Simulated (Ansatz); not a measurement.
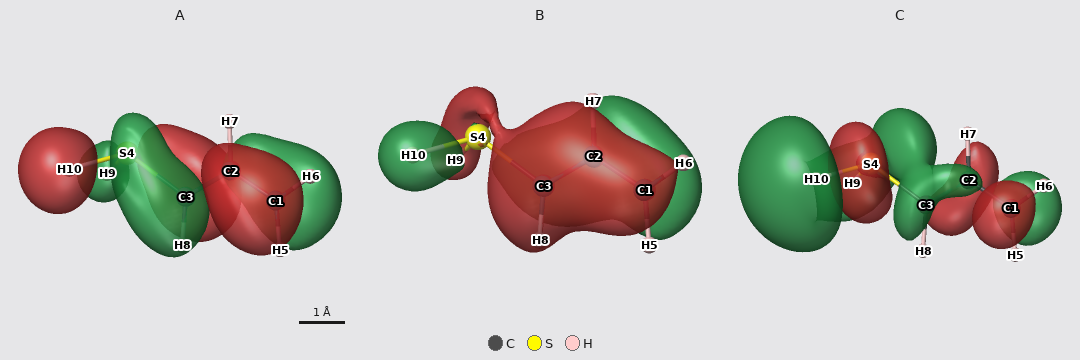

Figure 1: C₃H₆S. Three frontier orbitals at ±0.08 Å⁻³ᐟ² (green and red are the two phases), in no order.

The calculation used Ansatz 0.2.0, RKS PBE-D4/def2-SVP.

```xyz
10

C    -1.2633    1.1164   -0.6963
C    -0.6552    0.3143    0.2182
C     0.1085   -0.8763   -0.0651
S     1.0216   -1.5147    1.1915
H    -1.1738    0.9312   -1.7788
H    -1.8890    1.9621   -0.3775
H    -0.7830    0.5609    1.2905
H     0.3346   -1.1767   -1.0992
H     1.1267   -2.8722    0.9442
H     2.4724   -1.4327    1.0718
```

Question: Order the three orbitals by energy and name them.

Answer: B is the HOMO−1 (−6.84 eV). By Hirshfeld shares it lies mainly on C2 (about 40 %), C3 (about 25 %), C1 (about 20 %) and S4 (about 5 %). A is the HOMO (−3.96 eV). By Hirshfeld shares it lies mainly on C1 (about 30 %), C3 (about 30 %), S4 (about 15 %), C2 (about 10 %) and H10 (about 10 %). C is the LUMO (−1.01 eV). By Hirshfeld shares it lies mainly on H10 (about 35 %), S4 (about 30 %), C1 (about 10 %), C3 (about 10 %) and H9 (about 5 %).

Question: What is the HOMO–LUMO gap?

Answer: 2.95 eV between the orbital energies.
